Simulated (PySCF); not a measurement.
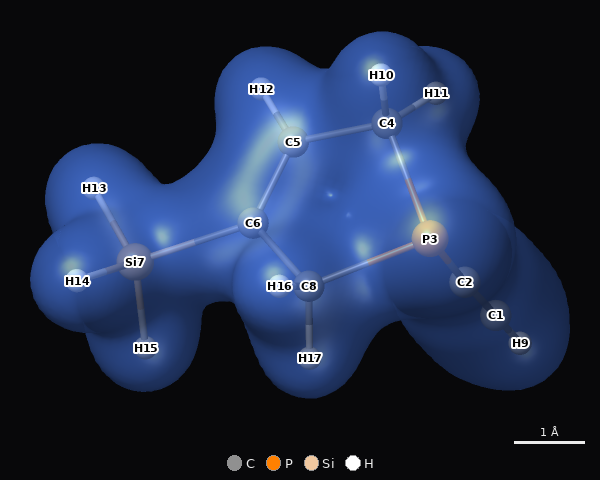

Figure 1: C6H9PSi (SMILES C#CP1CC=C([SiH3])C1). Isosurface of the electron density at 0.2 e/Å³ (blue), seen at a tilt.

Geometry: GFN2-xTB.

Theory: PySCF, PBE0/def2-SVPD, SCF density, gas phase.

| atom | x (Å) | y (Å) | z (Å) |
| --- | --- | --- | --- |
| C | 2.9866 | -0.5889 | -0.9015 |
| C | 2.3617 | -0.1315 | 0.0185 |
| P | 1.6027 | 0.5233 | 1.4772 |
| C | 0.6038 | 1.8503 | 0.6136 |
| C | -0.5742 | 1.1475 | 0.0124 |
| C | -0.8330 | -0.0879 | 0.4241 |
| Si | -2.2666 | -1.1621 | -0.1382 |
| C | 0.1180 | -0.6176 | 1.4622 |
| H | 3.4938 | -0.9857 | -1.7325 |
| H | 0.2741 | 2.5945 | 1.3484 |
| H | 1.2129 | 2.3704 | -0.1296 |
| H | -1.1794 | 1.6712 | -0.7121 |
| H | -3.0674 | -0.4214 | -1.1115 |
| H | -3.0797 | -1.5043 | 1.0331 |
| H | -1.7366 | -2.3920 | -0.7328 |
| H | -0.3566 | -0.6102 | 2.4497 |
| H | 0.4329 | -1.6436 | 1.2585 |

### What does this surface tell about the bonding?

At this value the surface is in one piece. It bridges the sampled C–C (1.20 Å), C–P (1.77 Å), C–Si (1.88 Å) and C–H (1.05 Å) contacts, where the density stays above the isovalue. On the grid the lowest density along these lines, outside the cores, is 2.7 e/Å³ (C–C, 1.20 Å), 1 e/Å³ (C–P, 1.77 Å), 0.78 e/Å³ (C–Si, 1.88 Å) and 2 e/Å³ (C–H, 1.05 Å).
